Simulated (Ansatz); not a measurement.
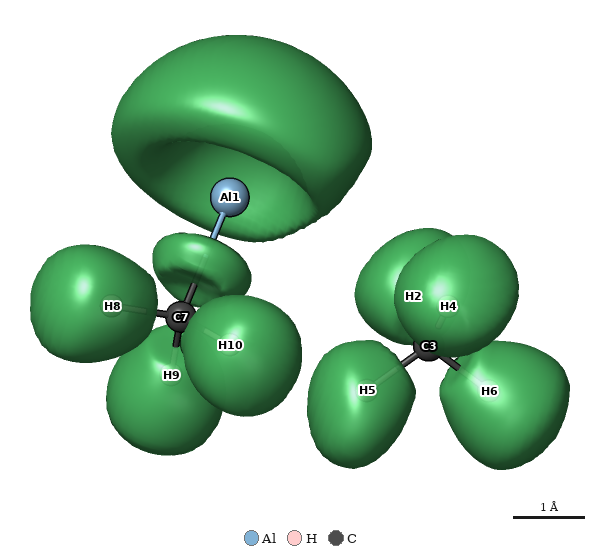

Figure 1: CH3Al···CH4. Isosurface of the ELF at 0.8 (green), seen at a tilt. Core shells and regions of very low density are left out.

The calculation used RKS PBE-D4/6-31G* (Ansatz 0.2.0).

```xyz
10

Al   -1.2493   -1.0877    0.8166
H     1.6636    0.1519    1.4145
C     2.0317    0.1789    0.3762
H     2.1100   -0.8486   -0.0120
H     1.3421    0.7616   -0.2533
H     3.0266    0.6499    0.3590
C    -1.5052   -0.1041   -0.9202
H    -2.5127   -0.2813   -1.3483
H    -1.3990    0.9936   -0.8014
H    -0.7711   -0.4143   -1.6911
```

> Where are the electrons localised?

The ELF exceeds this value in one region between bonded Al–C atoms (shared pairs), seven regions around hydrogen nuclei and one lobe on Al, pointing away from the bonds (lone pairs). Profiles from the grid: C3···Al1 (3.54 Å): the ELF dips to about 0 between them; a non-bonded, intermolecular contact. C–Al (2.01 Å): the ELF peaks at about 0.95 between the atoms: a shared but strongly polarised pair.
